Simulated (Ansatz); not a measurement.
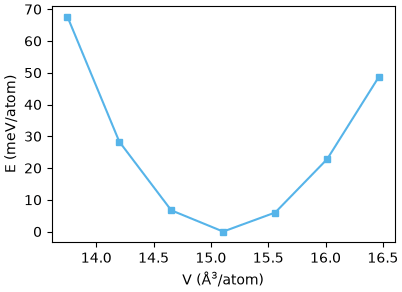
Figure. BaZrO$_{3}$ (cubic perovskite, Pm-3m) under volume change, PBE (plane waves, PAW; program Ansatz), scaled uniformly.

Q: What does a third-order Birch–Murnaghan fit give for V₀, B₀ and B′?

A: V₀ = 15.11 Å³/atom, B₀ = 149 GPa, B′ = 4.4.

The PBE relaxation kept the symmetry of its start. No spin polarisation was allowed. Scalar-relativistic: spin–orbit coupling is off unless named, which matters more the heavier the elements.

Potentials: the later of the program's two PAW sets.
